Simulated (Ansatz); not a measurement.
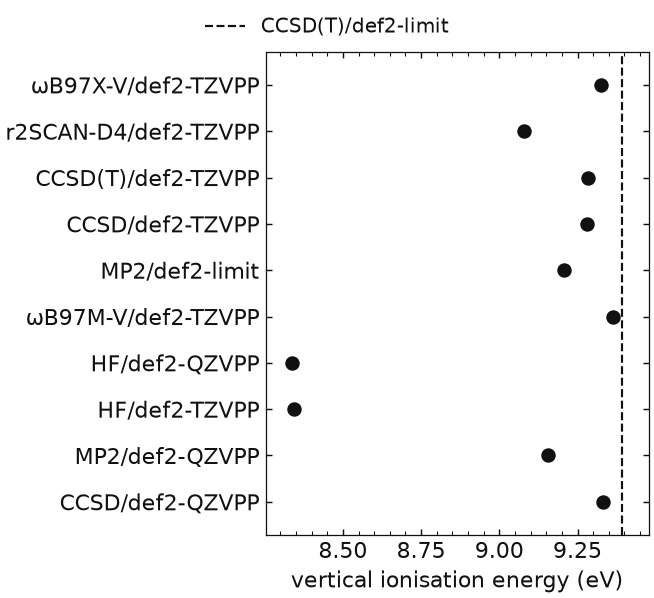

Vertical ionisation energy of AlCl, singlet, taken as the energy of the cation less that of the neutral at fixed geometry (unrestricted doublet cation, cores frozen in correlated methods, no spin-orbit coupling), the Ansatz code 0.2.0, at a PBE0-D4/def2-TZVP geometry (a minimum by its frequencies). Limit means an estimate of the basis limit from triple and quadruple zeta; for coupled cluster it is either extrapolated directly or built as the MP2 limit plus the step from MP2 in triple zeta. The distance of CCSD(T)/def2-TZVPP, CCSD/def2-TZVPP, MP2/def2-QZVPP and CCSD/def2-QZVPP to the limit includes basis error.

Q: Which level comes closest to the line (CCSD(T)/def2-limit), and which misses most?

A: Closest ωB97M-V/def2-TZVPP (9.36 eV), against 9.39 eV; farthest HF/def2-QZVPP (8.34 eV).

Q: What range do the values span, the line included?

A: From 8.34 eV (HF/def2-QZVPP) to 9.39 eV (CCSD(T)/def2-limit).
